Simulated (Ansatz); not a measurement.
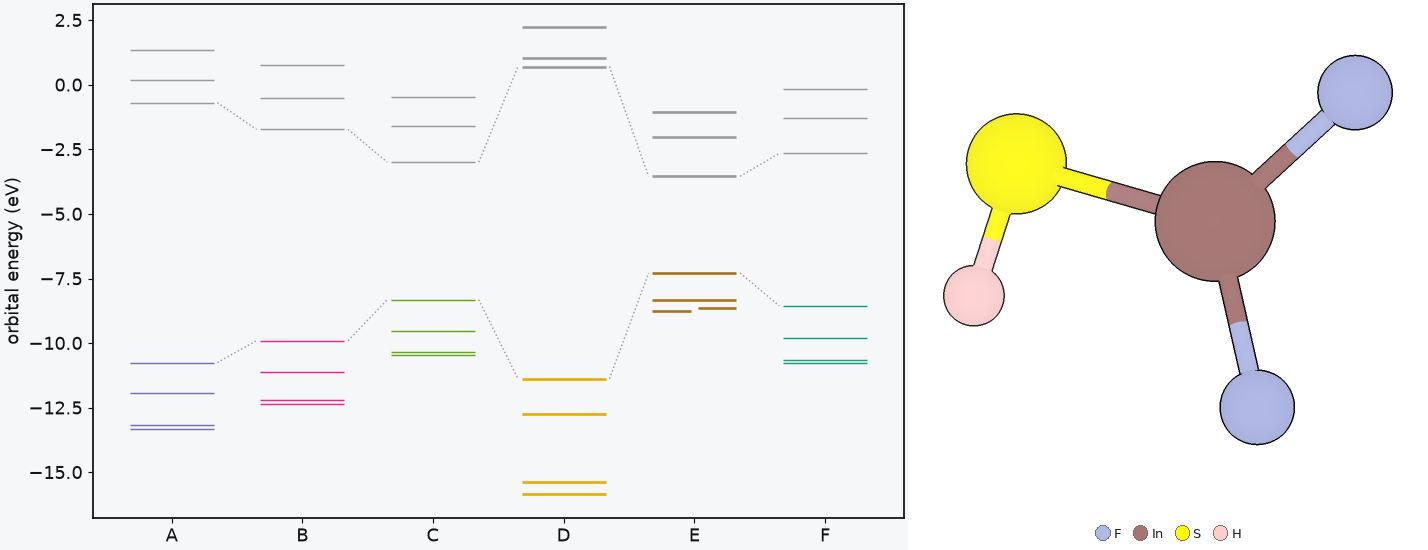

Frontier orbital energies of InHSF₂, SMILES [F][In]([F])[SH], singlet at one geometry, def2-TZVPP, the Ansatz code 0.2.0, at a PBE0-D4/def2-TZVP geometry (a minimum by its frequencies). Empty levels are grey, levels within 0.1 eV stand side by side; all columns show the same few orbitals around the gap. Dotted lines join the HOMOs and the LUMOs.

Question: The columns come from B3LYP, CAM-B3LYP, HF, PBE, PBE0 and ωB97M-V. Which is which?

Answer: A: ωB97M-V (HOMO −10.75, LUMO −0.69, separation 10.06 eV)
B: CAM-B3LYP (HOMO −9.90, LUMO −1.73, separation 8.18 eV)
C: B3LYP (HOMO −8.32, LUMO −3.00, separation 5.32 eV)
D: HF (HOMO −11.38, LUMO 0.70, separation 12.08 eV)
E: PBE (HOMO −7.29, LUMO −3.54, separation 3.74 eV)
F: PBE0 (HOMO −8.56, LUMO −2.65, separation 5.91 eV)

Caveats, for all or some of the runs: core potentials past krypton; empty levels above zero depend strongly on the basis; spin-orbit coupling is left out, and with In it can shift these levels and split any degenerate set.
